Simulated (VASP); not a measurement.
Band structure of SiC (wurtzite). Method: revTPSS meta-GGA, VASP's PBE PAW potentials (set 64) (plane waves; VASP 6.6.1).

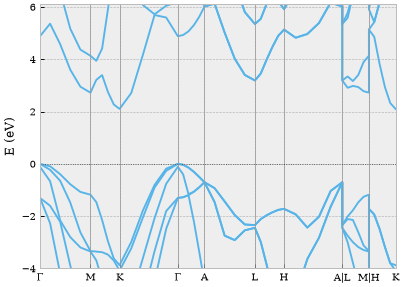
Fig. 1. Bands along high-symmetry lines, zero at the valence-band maximum or, without a gap, the Fermi level

### Question
Read the plot: is there a gap, and where are the band edges?

### Answer
The gap is indirect, 2.10 eV, from the valence maximum at Γ to the conduction minimum at K.

Measured: gap 3.33 eV (computed value off by -1.23 eV), as given by Daiki Deguchi et al., Japanese Journal of Applied Physics (2016), arXiv:1512.06930.

The compound is SiC in the wurtzite structure, the rare 2H polytype. It was relaxed first.
